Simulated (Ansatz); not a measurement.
# SOF2: one change and its effect

System: SOF2.
Method of the first run: RKS PBE-D4/def2-TZVPP (Ansatz 0.2.0).

The geometry comes from this level: PBE0-D4/def2-TZVPP. Text and figures count atoms from 1; the logs count them from 0 in places.

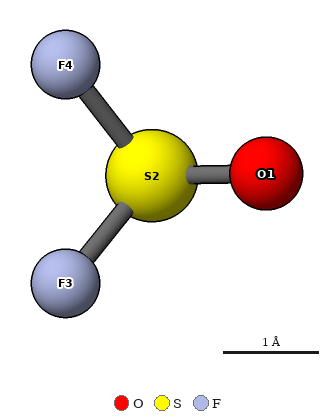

Fig. 1: The input geometry (ball-and-stick view, seen on its broad side; atoms are numbered from 1 in the order of the input). Bond lengths as drawn: F–S 1.59 Å and O–S 1.42 Å.

**The input, the first run**
```yaml
crystal:
  periodic: [false, false, false]
  atoms:
    - { symbol: O, position_ang: [1.3672037, -0.15294297, -0.34783049] }
    - { symbol: S, position_ang: [0.17362367, -0.00667098, 0.40511105] }
    - { symbol: F, position_ang: [-0.61365696, 1.2164462, -0.2316077] }
    - { symbol: F, position_ang: [-0.85334041, -1.07428224, -0.16654285] }
basis:
  gaussian: { orbitals: def2-TZVPP }
hamiltonian:
  xc: pbe
  dispersion: d4
```

Launched with:
```bash
ansatz run input.yaml --threads 4 --pin off --max-ram 10240MiB --backend cpu --events-out ev --progress --plain --runs-dir out
```

Hardware: 4 threads of Intel Xeon @ 2.50GHz (Skylake/Cascade Lake), 189 GiB of memory available, shared host.

**Output (the first run)**
```
Engine: ansatz 0.2.0, x86_64-unknown-linux-gnu
Functional definition: PBE
  parameter kappa = 0.804
  parameter beta = 0.06672455060314922
  exchange = pbe_x(kappa = kappa, mu = beta*pi^2/3)
  correlation = pbe_c(beta = beta)
747 factors; their error is unknown
mean field evaluation 1: about -18300.2456 eV, gradient 7.3e1 eV
mean field evaluation 2: about -18224.3193 eV, gradient 2.0e2 eV
mean field evaluation 4: about -18307.6512 eV, gradient 2.0e1 eV
mean field evaluation 8: about -18308.2472 eV, gradient 2.0e-1 eV
mean field evaluation 16: about -18308.2413 eV, gradient 1.6e-5 eV
mean field -18308.24133357 eV, -672.8154592369 hartree, gradient 2.1e-5 eV, S^2 0.000000; 0 other end points of the search recorded, 0 dependent functions left out
reference -18308.24135273 eV, -672.8154599413 hartree; 21, 21 occupied and 114, 114 virtual orbitals, 747 factors
Total energy: -18308.30476016 eV, -672.8177901210 hartree
```

For the second run the input was changed thus:
```diff
-  xc: pbe
+  xc: { name: B3LYP }
```

Predict how the results change.

The total energies belong to different methods, so their difference says nothing on which is more stable or more accurate. The functional changes from PBE to B3LYP.

**Output (the second run)**
```
Engine: ansatz 0.2.0, x86_64-unknown-linux-gnu
Functional definition: B3LYP
  parameter a0 = 0.2
  parameter ax = 0.72
  parameter ac = 0.81
  exchange = (1 - a0 - ax)*slater_x + ax*b88_x + a0*exact_x
  correlation = (1 - ac)*vwn_rpa_c + ac*lyp_c
759 factors; their error is unknown
mean field evaluation 1: about -18312.6916 eV, gradient 7.0e1 eV
mean field evaluation 2: about -18276.6464 eV, gradient 1.5e2 eV
mean field evaluation 4: about -18319.7480 eV, gradient 1.1e1 eV
mean field evaluation 8: about -18319.9560 eV, gradient 1.5e-1 eV
mean field evaluation 16: about -18319.9560 eV, gradient 2.0e-5 eV
mean field -18319.95601414 eV, -673.2459658076 hartree, gradient 2.0e-5 eV, S^2 0.000000; 0 other end points of the search recorded, 0 dependent functions left out
reference -18319.95617006 eV, -673.2459715374 hartree; 21, 21 occupied and 114, 114 virtual orbitals, 759 factors
Total energy: -18320.05962174 eV, -673.2497733164 hartree
```

**The two runs side by side**

| quantity | the first run | the second run |
| --- | --- | --- |
| outcome | converged | converged |
| total energy (hartree) | −672.817790 | −673.249773 |
| basis functions | 135 | 135 |
| wall time (shared host) | 2.2 s | 2.9 s |
